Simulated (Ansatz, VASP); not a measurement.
# GaN: VASP beside Ansatz

Wanted: the spread between two codes on one cell, functional and k mesh. Valence electrons are named where the data sets of a main pair hold unlike numbers.

Program: Ansatz 0.2.0. Level of theory: plane waves, with VASP 6.6.1 beside it; band structure at PBE. Results are calculated unless marked as measured.

### Step 1. The structure

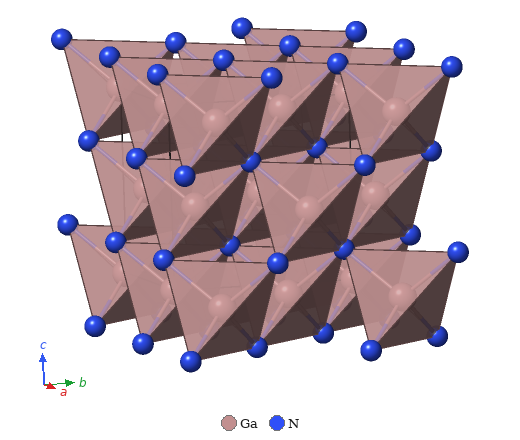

The cell as given, slightly off an axis (gallium pink, nitrogen blue). 2×1×1 cells are drawn. This picture shows the conventional cell, with its axes. Some periodic images of atoms are drawn too.

Coordinates:

```cif
data_structure
_symmetry_space_group_name_H-M 'P 1'
_symmetry_Int_Tables_number 1
_cell_length_a 3.1869
_cell_length_b 3.1869
_cell_length_c 3.1869
_cell_angle_alpha 60.000
_cell_angle_beta 60.000
_cell_angle_gamma 60.000
_cell_volume 22.89
loop_
_atom_site_label
_atom_site_type_symbol
_atom_site_fract_x
_atom_site_fract_y
_atom_site_fract_z
_atom_site_occupancy
Ga1 Ga 0.00000 0.00000 0.00000 1
N2 N 0.75000 0.75000 0.75000 1
```

### Step 2. VASP: band structure, PBE

The same path points are solved in both programs, so levels can be compared one by one.

Lines of VASP's logs that name or quote its potential files are left out, and so is its time.

The input, INCAR:

```
SYSTEM = GaN
PREC = Accurate
ENCUT = 450
EDIFF = 1E-08
NELM = 100
ISMEAR = 0
SIGMA = 0.01
LREAL = .FALSE.
ALGO = Normal
GGA = PE
NBANDS = 15
LORBIT = 11
LWAVE = .TRUE.
LCHARG = .FALSE.
KPAR = 8
```

The input, POSCAR:

```
GaN
1.0
    0.0000000000      2.2535006075      2.2535006075
    2.2535006075      0.0000000000      2.2535006075
    2.2535006075      2.2535006075      0.0000000000
Ga N
1 1
Direct
    0.0000000000      0.0000000000      0.0000000000
    0.7500000000      0.7500000000      0.7500000000
```

The input, KPOINTS:

```
Automatic mesh
0
Gamma
6 6 6
0 0 0
```

The input, KPOINTS_OPT:

```
Line mode
12
Line-mode
Reciprocal
  0.00000000   0.00000000   0.00000000 GAMMA
  0.50000000   0.00000000   0.50000000 X

  0.50000000   0.00000000   0.50000000 X
  0.50000000   0.25000000   0.75000000 W

  0.50000000   0.25000000   0.75000000 W
  0.37500000   0.37500000   0.75000000 K

  0.37500000   0.37500000   0.75000000 K
  0.00000000   0.00000000   0.00000000 GAMMA

  0.00000000   0.00000000   0.00000000 GAMMA
  0.50000000   0.50000000   0.50000000 L

  0.50000000   0.50000000   0.50000000 L
  0.62500000   0.25000000   0.62500000 U

  0.62500000   0.25000000   0.62500000 U
  0.50000000   0.25000000   0.75000000 W

  0.50000000   0.25000000   0.75000000 W
  0.50000000   0.50000000   0.50000000 L

  0.50000000   0.50000000   0.50000000 L
  0.37500000   0.37500000   0.75000000 K

  0.62500000   0.25000000   0.62500000 U
  0.50000000   0.00000000   0.50000000 X
```

PAW data sets: Ga_d_GW and N_GW (PBE family, release 64).

Launch:

```console
mpirun -np 8 vasp_std
```

Numbers of over 12 decimals in the logs are rounded to 6 here.

The program printed:

```text
[banner, memory and clock lines left out]
running    8 mpi-ranks, on    1 nodes
 distrk:  each k-point on    1 cores,    8 groups
 distr:  one band on    1 cores,    1 groups

 POSCAR found type information on POSCAR GaN
 POSCAR found :  2 types and       2 ions
|                                                                             |
|           W    W    AA    RRRRR   N    N  II  N    N   GGGG   !!!           |
|           W    W   A  A   R    R  NN   N  II  NN   N  G    G  !!!           |
|           W    W  A    A  R    R  N N  N  II  N N  N  G       !!!           |
|           W WW W  AAAAAA  RRRRR   N  N N  II  N  N N  G  GGG   !            |
|           WW  WW  A    A  R   R   N   NN  II  N   NN  G    G                |
|           W    W  A    A  R    R  N    N  II  N    N   GGGG   !!!           |
|                                                                             |
|     For optimal performance we recommend to set                             |
|       NCORE = 2 up to number-of-cores-per-socket                            |
|     NCORE specifies how many cores store one orbital (NPAR=cpu/NCORE).      |
|     This setting can greatly improve the performance of VASP for DFT.       |
|     The default, NCORE=1 might be grossly inefficient on modern             |
|     multi-core architectures or massively parallel machines. Do your        |
|     Unfortunately you need to use the default for GW and RPA                |
|     calculations (for HF NCORE is supported but not extensively tested      |
|     yet).                                                                   |
|                                                                             |

 LDA part: xc-table for (Slater+PW92), standard interpolation
 POSCAR, INCAR and KPOINTS ok, starting setup
 FFT: planning ... GRIDC
 FFT: planning ... GRID_SOFT
 FFT: planning ... GRID
 WAVECAR not read
 entering main loop
       N       E                     dE             d eps       ncg     rms          rms(c)
DAV:   1     0.133275716164E+03    0.13328E+03   -0.10460E+04   512   0.172E+03
DAV:   2    -0.467322059074E+01   -0.13795E+03   -0.13111E+03   557   0.389E+02
DAV:   3    -0.139639678381E+02   -0.92907E+01   -0.92406E+01   592   0.108E+02
DAV:   4    -0.141276028191E+02   -0.16363E+00   -0.16361E+00   593   0.162E+01
DAV:   5    -0.141319987797E+02   -0.43960E-02   -0.43959E-02   660   0.256E+00    0.111E+01
DAV:   6    -0.121335809383E+02    0.19984E+01   -0.53669E+00   727   0.485E+01    0.518E+00
DAV:   7    -0.121312678312E+02    0.23131E-02   -0.28767E-01   599   0.906E+00    0.321E+00
DAV:   8    -0.121266509299E+02    0.46169E-02   -0.50088E-02   522   0.350E+00    0.379E-01
DAV:   9    -0.121250141660E+02    0.16368E-02   -0.63601E-03   762   0.225E+00    0.723E-02
DAV:  10    -0.121252501612E+02   -0.23600E-03   -0.69679E-04   552   0.515E-01    0.228E-02
DAV:  11    -0.121252360054E+02    0.14156E-04   -0.68836E-05   776   0.200E-01    0.725E-03
DAV:  12    -0.121252376085E+02   -0.16031E-05   -0.74257E-06   529   0.321E-02    0.312E-03
DAV:  13    -0.121252374449E+02    0.16353E-06   -0.54662E-07   720   0.105E-02    0.367E-04
DAV:  14    -0.121252374473E+02   -0.23870E-08   -0.21138E-08   521   0.218E-03
   1 F= -.12125237E+02 E0= -.12125237E+02  d E =-.121979E-13
 Start KPOINTS_OPT (optional k-point list driver)
k-point batch [1-16\120]
       N       E                     dE             ncg
DAV:   1     0.831660967474E+03   -0.66778E+04      536
DAV:   2    -0.121602277360E+04   -0.20477E+04      557
DAV:   3    -0.135138915550E+04   -0.13537E+03      627
DAV:   4    -0.135377386318E+04   -0.23847E+01      606
DAV:   5    -0.135384712518E+04   -0.73262E-01      644
DAV:   6    -0.135385057138E+04   -0.34462E-02      662
DAV:   7    -0.135385065767E+04   -0.86285E-04      697
DAV:   8    -0.135385065940E+04   -0.17352E-05      704
DAV:   9    -0.135385065941E+04   -0.74328E-08      528
[...]
k-point batch [113-120\120]
       N       E                     dE             ncg
DAV:   1     0.607402975902E+04   -0.57664E+04      280
DAV:   2     0.519686796767E+04   -0.87716E+03      317
DAV:   3     0.515323427992E+04   -0.43634E+02      289
DAV:   4     0.515239236599E+04   -0.84191E+00      325
DAV:   5     0.515236577063E+04   -0.26595E-01      332
DAV:   6     0.515236441711E+04   -0.13535E-02      363
DAV:   7     0.515236437462E+04   -0.42490E-04      341
DAV:   8     0.515236437392E+04   -0.69916E-06      333
DAV:   9     0.515236437392E+04   -0.34479E-08      247
 writing wavefunctions
```

From OUTCAR (step 2):

```text
ion  position               nearest neighbor table
   1  0.000  0.000  0.000-   2 1.95   2 1.95   2 1.95   2 1.95
   2  0.750  0.750  0.750-   1 1.95   1 1.95   1 1.95   1 1.95

  LATTYP: Found a face centered cubic cell.
 ALAT       =     4.5070012150

 Subroutine GETGRP returns: Found 24 space group operations
 (whereof 24 operations were pure point group operations)

The static configuration has the point symmetry T_d .

 Found     16 irreducible k-points:

   k-points           NKPTS =     16   k-points in BZ     NKDIM =     16   number of bands    NBANDS=     15

   dimension x,y,z NGX =    24 NGY =   24 NGZ =   24
   dimension x,y,z NGXF=    48 NGYF=   48 NGZF=   48

   ENCUT  =  450.0 eV  33.07 Ry    5.75 a.u.   5.51  5.51  5.51*2*pi/ulx,y,z

   NELECT =      18.0000    total number of electrons

 k-points in reciprocal lattice and weights: Automatic mesh
   0.00000000  0.00000000  0.00000000       0.005
   0.16666667  0.00000000  0.00000000       0.037
   0.33333333  0.00000000  0.00000000       0.037
   0.50000000  0.00000000  0.00000000       0.019
   0.16666667  0.16666667  0.00000000       0.028
   0.33333333  0.16666667  0.00000000       0.111
   0.50000000  0.16666667  0.00000000       0.111
  -0.33333333  0.16666667  0.00000000       0.111
  -0.16666667  0.16666667  0.00000000       0.056
[...]
-0.33333333  0.33333333  0.16666667       0.111
  -0.33333333  0.50000000  0.16666667       0.056

 average (electrostatic) potential at core
       1 -63.7274       2 -61.4092

 E-fermi :   5.1453

 k-point     1 :       0.0000    0.0000    0.0000
  band No.  band energies     occupation
    ...
      5      -8.0769      2.00000
      6      -8.0769      2.00000
      7       5.0978      2.00000
      8       5.0978      2.00000
      9       5.0978      2.00000
     10       6.8203      0.00000
     11      15.3897      0.00000
     12      15.3897      0.00000
     13      15.3897      0.00000
     14      22.7158      0.00000
    ...

 k-point     2 :       0.1667    0.0000    0.0000
  band No.  band energies     occupation
    ...
      5      -8.0783      2.00000
      6      -8.0783      2.00000
      7       2.8138      2.00000
      8       4.8276      2.00000
      9       4.8276      2.00000
     10       8.4316      0.00000
     11      14.3525      0.00000
     12      15.7452      0.00000
     13      15.7452      0.00000
     14      21.8772      0.00000
    ...

 k-point     3 :       0.3333    0.0000    0.0000
  band No.  band energies     occupation
    ...
      5      -8.0561      2.00000
      6      -7.5924      2.00000
      7      -0.2621      2.00000
      8       4.3496      2.00000
      9       4.3496      2.00000
     10       9.5607      0.00000
     11      13.7371      0.00000
     12      15.7162      0.00000
     13      15.7162      0.00000
     14      20.7182      0.00000
    ...

  Total        0.4962132      0.4962132      0.4962132      0.0000000      0.0000000      0.0000000
  in kB       34.7356849     34.7356849     34.7356849      0.0000000      0.0000000      0.0000000
  external PRESSURE =      34.7356849 kB  Pullay stress =       0.0000000 kB

  energy-cutoff  :      450.00
  volume of cell :       22.89
      direct lattice vectors                 reciprocal lattice vectors
     0.000000000  2.253500607  2.253500607    -0.221877020  0.221877020  0.221877020
     2.253500607  0.000000000  2.253500607     0.221877020 -0.221877020  0.221877020
     2.253500607  2.253500607  0.000000000     0.221877020  0.221877020 -0.221877020

 POSITION                                       TOTAL-FORCE (eV/Angst)
 -----------------------------------------------------------------------------------
      0.00000      0.00000      0.00000        -0.000000      0.000000     -0.000000
      3.38025      3.38025      3.38025         0.000000     -0.000000      0.000000
 -----------------------------------------------------------------------------------
    total drift:                               -0.000016     -0.000016     -0.000016

  FREE ENERGIE OF THE ION-ELECTRON SYSTEM (eV)
  ---------------------------------------------------
  free  energy   TOTEN  =       -12.1252374473 eV

  energy  without entropy=      -12.1252374473  energy(sigma->0) =      -12.12523745

 total charge
# of ion       s       p       d       tot
------------------------------------------
    1        0.781   0.899  10.127  11.807
    2        1.200   2.453   0.000   3.653
--------------------------------------------------
tot          1.981   3.351  10.127  15.460

[... 3 further parts left out ...]
```

The run ends at a pressure of 3.47 GPa.

### Step 3. Ansatz: band structure, PBE

Ansatz runs on its default PAW (the set named soft_2) files.

The same cell, functional, mesh and smearing now go to Ansatz, which takes its cutoff from its data sets.

The input, input.yaml:

```yaml
crystal:
  lattice:
    - [0.0, 2.2535006075, 2.2535006075]
    - [2.2535006075, 0.0, 2.2535006075]
    - [2.2535006075, 2.2535006075, 0.0]
  atoms:
    - { symbol: Ga, position: [0.0, 0.0, 0.0] }
    - { symbol: "N", position: [0.75, 0.75, 0.75] }
hamiltonian:
  xc: pbe
  pseudopotentials: { kind: paw }
kpoints:
  mp_grid: { grid: [6, 6, 6] }
  band_path:
    path:
      - [0.0, 0.0, 0.0]
      - [0.18182, 0.0, 0.18182]
      - [0.36364, 0.0, 0.36364]
      - [0.5, 0.0, 0.5]
      - [0.5, 0.09091, 0.59091]
      - [0.5, 0.18182, 0.68182]
      - [0.5, 0.25, 0.75]
      - [0.45455, 0.29545, 0.75]
      - [0.40909, 0.34091, 0.75]
      - [0.375, 0.375, 0.75]
      - [0.20455, 0.20455, 0.40909]
      - [0.06818, 0.06818, 0.13636]
      - [0.04545, 0.04545, 0.04545]
      - [0.22727, 0.22727, 0.22727]
      - [0.40909, 0.40909, 0.40909]
      - [0.51136, 0.47727, 0.51136]
      - [0.55682, 0.38636, 0.55682]
      - [0.60227, 0.29545, 0.60227]
      - [0.61364, 0.25, 0.63636]
      - [0.56818, 0.25, 0.68182]
      - [0.51136, 0.25, 0.73864]
      - [0.5, 0.29545, 0.70455]
      - [0.5, 0.38636, 0.61364]
      - [0.5, 0.47727, 0.52273]
      - [0.47727, 0.47727, 0.54545]
      - [0.43182, 0.43182, 0.63636]
      - [0.38636, 0.38636, 0.72727]
      - [0.60227, 0.20455, 0.60227]
      - [0.55682, 0.11364, 0.55682]
      - [0.5, 0.0, 0.5]
    npoints: 1
scf:
  occupations: { method: gaussian, width: 0.01 }
  n_extra_bands: 7
output:
  forces: true
  stress: true
  eigenvalues: true
```

Launch:

```console
ansatz run input.yaml --threads 2 --pin off --max-ram 4608MiB --backend cpu --events-out ev --progress --plain --runs-dir out
```

The program printed:

```text
scf.n_extra_bands = 7 over 9 filled bands (N_el = 18.0): the run solves 16 bands
Engine: ansatz 0.2.0, x86_64-unknown-linux-gnu
Pseudopotentials: kind: paw
Pseudopotential: Ga, paw, valence charge 13, recommended cutoff 420 eV (normal), Ga.paw.azcp
Pseudopotential: N, paw, valence charge 5, recommended cutoff 420 eV (normal), N.paw.azcp
Functional definition: PBE
  parameter kappa = 0.804
  parameter beta = 0.066725
  exchange = pbe_x(kappa = kappa, mu = beta*pi^2/3)
  correlation = pbe_c(beta = beta)
Crystal: 2 atoms, lattice volume = 22.888 Å³
Basis set: ecut = 420 eV, 459 PW (Γ), exchange–correlation on 48×48×48 points (8 copies of the dense FFT grid, shifted against one another)
Bands: 16, of which v1, the nominal top of the filled ones, is band 9 counted from 1 (8 counted from 0)
Symmetry: 24 space group operations
Space group: F-43m (ITA 216), of the structure as read, at distance tolerance 2.8e-5 Å
k-points: 16 of 216 (time reversal used)
Non-local potential: Ga, projectors of the file, l = 0: 2, l = 1: 2, l = 2: 3, l = 3: 1
Non-local potential: N, projectors of the file, l = 0: 2, l = 1: 2, l = 2: 1
PAW form: soft (Blöchl's): semilocal exchange-correlation on the pseudo side does not see the compensation charge
PAW one-centre angular grid: Ga, 590 points (default); XC on 64 Gauss nodes
PAW one-centre angular grid: N, 110 points (default); XC on 64 Gauss nodes
Initial density: superposition of atomic densities (neutral atoms: chi_scale 0, normalization atom), corrected by the library's trained network
Initial wavefunctions: pseudopotential atomic-orbital guess
Functional: x = pbe(κ = 0.804, μ = 0.219515), c = pbe(β = 0.066725)
SCF iter   1: F=—  HF=-4167.893321 eV  |F-HF|=—  |Δ(HF+E_count)|=         —  Δρ=6.40e-4  dr2=3.00e-5  ethr=1.77e-3  ⟨swp⟩=4.9  Hψ=1297  notcnv=0
preconditioner: auto → none  [insulator: Δε(μ)=1.714 eV  Ē_g=22.890 eV  σ=0.010 eV  W_gap=1.00  n_scr=8 (ndim 8)  ℏωp=32.9 eV  f_vac=0.001  D(μ)=0.00/eV (n_scr^D=0)  ε∞_Penn≈3.1]
SCF iter   2: F=—  HF=-4167.893560 eV  |F-HF|=—  |Δ(HF+E_count)|=   2.39e-4  Δρ=3.23e-4  dr2=6.92e-6  ethr=1.67e-7  ⟨swp⟩=2.8  Hψ=613  notcnv=0  defer=36
SCF iter   3: F=—  HF=-4167.893603 eV  |F-HF|=—  |Δ(HF+E_count)|=   4.28e-5  Δρ=1.34e-4  dr2=1.26e-6  ethr=3.84e-8  ⟨swp⟩=2.0  Hψ=358  notcnv=0  defer=36
SCF iter   4: F=—  HF=-4167.893612 eV  |F-HF|=—  |Δ(HF+E_count)|=   8.74e-6  Δρ=2.29e-5  dr2=1.10e-7  ethr=7.00e-9  ⟨swp⟩=2.0  Hψ=362  notcnv=0  defer=36
iter 5 did not close the SCF: its close was put off for the readings that it lacked (scf_convergence_deferred on its scf_iter line)
SCF iter   5: F=-4167.893612 eV  HF=-4167.893612 eV  |F-HF|=5.80e-10  |Δ(HF+E_count)|=   7.75e-8  Δρ=9.43e-6  dr2=7.36e-9  ethr=6.09e-10  ⟨swp⟩=2.0  Hψ=362  notcnv=0  defer=36
SCF iter   6: F=-4167.893612 eV  HF=-4167.893612 eV  |F-HF|=6.37e-11  |Δ(HF+E_count)|=   1.07e-9  Δρ=9.51e-7  dr2=7.98e-11  ethr=4.09e-11  ⟨swp⟩=4.6  Hψ=1032  notcnv=0
SCF 1 converged in 6 iterations: F = -4167.893612 eV  dr2 = 7.98e-11
  greatest PAW one-centre occupation: 0.995 electrons in one spin orbital (limit 2), on the Ga atom at site 0 (counted from 0), in its partial waves of l = 2
NSCF: frozen V_eff on 30 k-points
SCF converged after 6 iterations
Free energy (F): -4167.893612 eV
Harris-Foulkes:  -4167.893612 eV  (|F-HF|=6.37e-11)
Internal energy: -4167.893612 eV  (E = F + TS)
E sigma→0 (E₀):  -4167.893612 eV
Fermi energy:    10.512304 eV
--- Per-component energies (eV) ---
  E_band       = -5.612785
  E_kinetic    = 247.156252
  E_local      = -1949.991920  (includes V_loc(G=0)·N_el)
  E_nonlocal   = 474.313310
  E_hartree    = 897.152496
  E_xc         = -128.812892
  E_vxc        = -134.155487  (∫ρ·V_xc dr)
  E_paw        = -2120.276043  (= ΣΔE_a)
  E_vpaw       = -437.239764  (= ΣTr[D̂ρ^β])
  E_aug_tail   = 0.000139  (compensation charges beyond the density's cutoff)
  E_ewald      = -1587.434954
  E_smearing   = -0.000000  (= −TS)
  E_closure    = -0.000000  (closes the sum)
  Σ components = -4167.893612   (vs F -4167.893612, Δ=0.00e0)
--- Forces (eV/Å), atoms counted from 1 ---
  atom   1  Ga    -0.00000000     0.00000000     0.00000000
  atom   2  N      0.00000000    -0.00000000    -0.00000000
  max |Σ_I F_I| component: 5.55e-17 eV/Å
--- Stress (GPa, compression-positive) ---
        4.986826       0.000000      -0.000000
       -0.000000       4.986826       0.000000
       -0.000000       0.000000       4.986826
  P = ⅓ Tr σ = 4.9868 GPa (49.868 kbar)
--- Band table (eV; the first three rows and the last of 16) ---
  k-point 0: bands = [... 5 lower, -3.5204, 9.6548, 9.6548, 9.6548, 11.3697, 19.9619, 19.9619, 19.9619, ... 3 higher]
  k-point 1: bands = [... 5 lower, -3.5218, 7.3698, 9.3839, 9.3839, 12.9815, 18.9169, 20.3164, 20.3164, ... 3 higher]
  k-point 2: bands = [... 5 lower, -3.0358, 4.2958, 8.9033, 8.9033, 14.1149, 18.2920, 20.2850, 20.2850, ... 3 higher]
  k-point 15: bands = [... 5 lower, -1.6127, 3.8235, 6.2244, 6.2263, 14.9505, 17.5611, 20.9577, 21.0055, ... 3 higher]
```

Run time: 1.8 s. Hardware: 2 threads of AMD EPYC 7R43, shared host; peak memory 0.33 GiB.

### Step 4. Differences

Known differences besides the potentials themselves: the cutoff is 420 eV in Ansatz and 450 eV in VASP; VASP leaves aspherical gradient terms in its spheres out (LASPH is not set), Ansatz keeps them. Total energies have different zeros and are not compared.

Compared:

```
                     quantity  Ansatz   VASP  difference
gap over the path points (eV)   1.715  1.722      -0.008
```

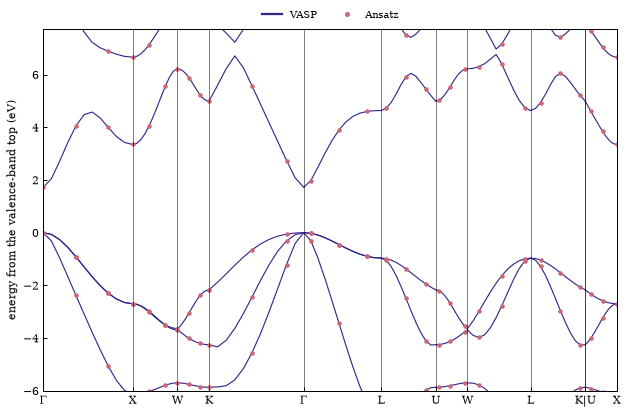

Bands from VASP (lines) and levels from Ansatz (dots). Dots without a line are higher empty bands that the VASP plot leaves out.

Levels at points of the path, from each program's valence-band top (eV; 3 filled, then empty):

```csv
k (reciprocal lattice),Ansatz,VASP
0.000 0.000 0.000,0.00 0.00 0.00 1.72 10.31,0.00 0.00 0.00 1.72 10.29
0.182 0.000 0.182,-2.38 -0.91 -0.91 4.04 8.23,-2.37 -0.91 -0.91 4.04 8.22
0.364 0.000 0.364,-5.07 -2.30 -2.30 3.99 6.89,-5.07 -2.30 -2.30 3.99 6.88
0.500 0.000 0.500,-6.13 -2.70 -2.70 3.35 6.66,-6.13 -2.70 -2.70 3.34 6.66
0.500 0.091 0.591,-6.03 -3.01 -2.98 4.05 7.13,-6.03 -3.01 -2.98 4.04 7.13
0.500 0.182 0.682,-5.79 -3.51 -3.50 5.55 8.05,-5.79 -3.51 -3.50 5.55 8.05
0.500 0.250 0.750,-5.70 -3.69 -3.64 6.22 8.38,-5.70 -3.69 -3.64 6.22 8.38
0.455 0.295 0.750,-5.76 -4.01 -3.05 5.89 8.15,-5.76 -4.01 -3.05 5.89 8.15
0.409 0.341 0.750,-5.84 -4.21 -2.38 5.22 7.91,-5.84 -4.21 -2.37 5.21 7.91
0.375 0.375 0.750,-5.87 -4.25 -2.17 5.00 7.86,-5.87 -4.25 -2.17 4.99 7.86
```

Among the levels compared at these points, filled levels agree within 5 meV and empty ones within 15 meV. Not compared: the pressure (VASP's GW data sets at this cutoff don't carry it).

### Step 5. What the set-up changes

Further runs change the set-up of one program: Ansatz's method, potentials or start, or VASP's data sets, cutoff or form of LDA. The table gives that difference for each run.

```csv
run,gap over the path points (eV)
as above,-0.0076
Ansatz's larger PAW set (cutoff 1300 eV),0.0092
norm-conserving potentials (cutoff 1240 eV),0.014
```

### Step 6. Outcome

* largest difference of a filled level at the path points (band structure, PBE): 5.1 meV

The largest difference of a filled level at the path points is 5.1 meV (band structure, PBE), within the 80 meV picked in this series as the mark of a large difference. Band structure, PBE, Ansatz's larger PAW set (cutoff 1300 eV): the difference in gap over the path points goes from -0.0076 to 0.0092 eV. Band structure, PBE, norm-conserving potentials (cutoff 1240 eV): the difference in gap over the path points goes from -0.0076 to 0.014 eV. Such differences can come from data sets, numerical settings and the points named under the comparisons, not from the functional's error against experiment.

[Lines on the potential files, build, host, timing and source positions are cut from VASP's logs without a mark.]

[Logs are printed without paths, hosts, clocks, repeated set-up lines and the standing remarks that a program may print on its own settings, such as how far it seeks lower states.]

[Hosts, paths, dates, database ids (printed as entryN), source tags and the programs' standing remarks are cut or masked in the printed files.]
